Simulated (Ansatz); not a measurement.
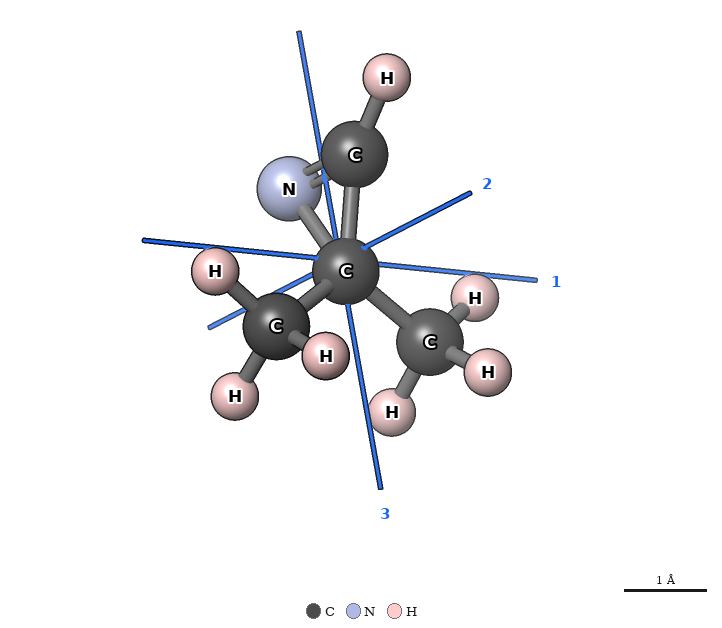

The three principal axes of inertia are drawn and numbered. Atoms fade into the background with distance from the viewer. The geometry was computed by an optimisation with PBE0-D4/def2-TZVP. No frequency run is at hand to confirm it as a minimum. Masses are those of the most abundant isotopes; constants are for the rigid equilibrium geometry.

Q: Which line is the a axis (least moment of inertia), which b and which c?

A: a is line 3, b is line 1, c is line 2; the moments are 70.5, 88.8, 128 u Å².

Q: What kind of rotor is it, and what are its rotational constants in cm⁻¹?

A: An asymmetric top (Cs): A = 0.239, B = 0.190, C = 0.131 cm⁻¹. Ray's parameter κ is 0.09, midway between the limits.
